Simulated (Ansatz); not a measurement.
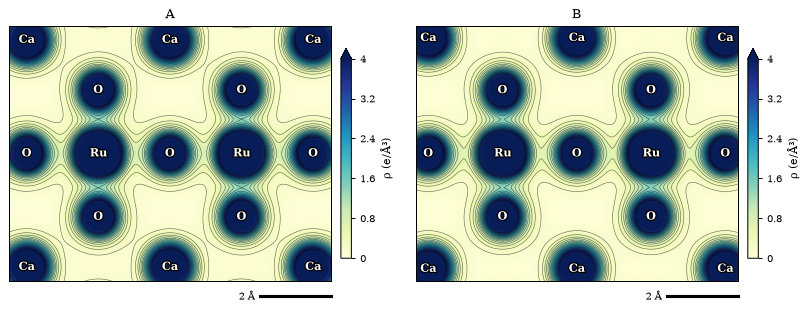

CaRu$_{2}$O$_{5}$. The valence charge density (pseudo) of two cells that differ in size and shape, on the (010) plane of each (indices in the axes of the calculation cell), at one length scale and on one colour scale: B has 14.4 Å³ an atom and A 13.1.

Level of theory: Ansatz 0.2.0, DFT PBE, scalar-relativistic, plane waves, PAW.

The larger cell:

```
CELL_PARAMETERS angstrom
4.19715 0.00000 0.00000
0.00000 4.19715 0.00000
0.00000 0.00000 6.52310
ATOMIC_POSITIONS crystal
Ca 0.50000 0.50000 0.50000
Ru 0.50000 0.00000 0.00000
Ru 0.00000 0.50000 0.00000
O 0.50000 0.50000 0.00000
O 0.00000 0.50000 0.72619
O 0.50000 0.00000 0.27381
O 0.00000 0.50000 0.27381
O 0.50000 0.00000 0.72619
```

The smaller cell: a = 4.048 Å, b = 4.048 Å, c = 6.417 Å, α = 90.00°, β = 90.00°, γ = 90.00°.

**What changes from the larger cell to the smaller?**

From the larger cell to the smaller, Ru–O goes from 1.79 to 1.79 Å; Ca–O goes from 2.57 to 2.47 Å, and the density at its midpoint from 0.15 to 0.19 e/Å³; the pressure goes from −4.5 to 2.1 GPa; the largest moment (Ru) goes from 0.4 to 0.0 μB.
